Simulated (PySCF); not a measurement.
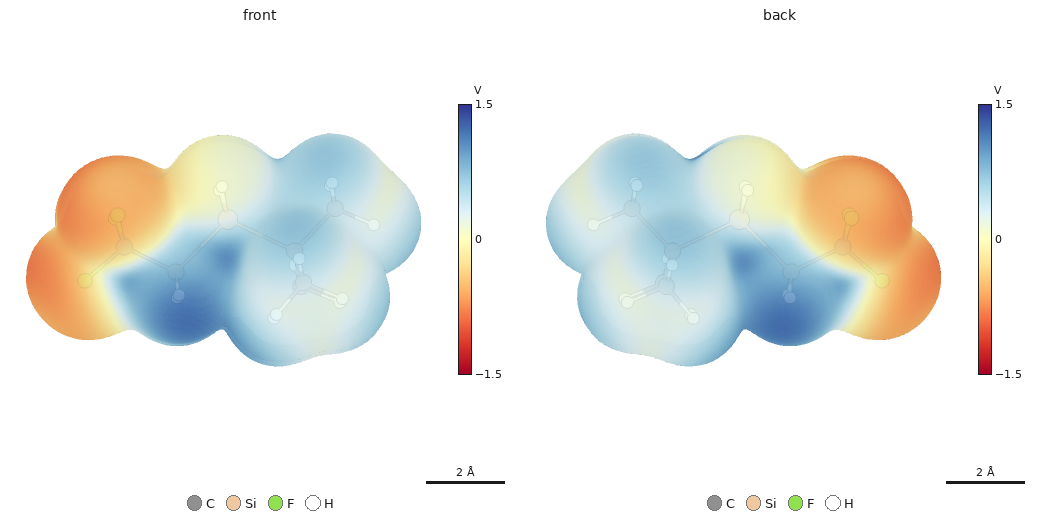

C$_{6}$H$_{13}$F$_{3}$Si (SMILES CC(C)(C)[SiH2]CC(F)(F)F). The molecular electrostatic potential painted on the density surface at 0.002 e/bohr³, seen from the front and from behind; the colour scale runs from red (negative) to blue (positive).

Geometry: GFN2-xTB.

These are results of PySCF, PBE0/pcSseg-1, SCF density, gas phase, non-relativistic, not measurements.

```yaml
atoms:
  - { symbol: C, position_ang: [-1.1953, -0.9782, -1.4016] }
  - { symbol: C, position_ang: [-1.1100, 0.1776, -0.4022] }
  - { symbol: C, position_ang: [-1.7408, -0.2605, 0.9216] }
  - { symbol: C, position_ang: [-1.9009, 1.3628, -0.9540] }
  - { symbol: Si, position_ang: [0.7057, 0.7346, -0.1480] }
  - { symbol: C, position_ang: [1.7262, -0.7292, 0.5434] }
  - { symbol: C, position_ang: [3.1360, -0.2803, 0.7346] }
  - { symbol: F, position_ang: [3.7108, 0.1306, -0.4094] }
  - { symbol: F, position_ang: [3.2410, 0.7501, 1.5921] }
  - { symbol: F, position_ang: [3.9422, -1.2445, 1.2217] }
  - { symbol: H, position_ang: [-0.7551, -0.6987, -2.3560] }
  - { symbol: H, position_ang: [-2.2360, -1.2494, -1.5762] }
  - { symbol: H, position_ang: [-0.6778, -1.8592, -1.0284] }
  - { symbol: H, position_ang: [-1.2319, -1.1303, 1.3311] }
  - { symbol: H, position_ang: [-2.7871, -0.5243, 0.7711] }
  - { symbol: H, position_ang: [-1.6980, 0.5411, 1.6555] }
  - { symbol: H, position_ang: [-1.4877, 1.6942, -1.9033] }
  - { symbol: H, position_ang: [-1.8732, 2.2008, -0.2622] }
  - { symbol: H, position_ang: [-2.9424, 1.0860, -1.1130] }
  - { symbol: H, position_ang: [0.7698, 1.8250, 0.8298] }
  - { symbol: H, position_ang: [1.2993, 1.1273, -1.4297] }
  - { symbol: H, position_ang: [1.7426, -1.5789, -0.1360] }
  - { symbol: H, position_ang: [1.3580, -1.0697, 1.5089] }
```

**Describe the electrostatic potential map.**

The most negative region (about −0.8 V) lies over F8, F9 and F10, the most positive (about +1.2 V) over H22 and H23.
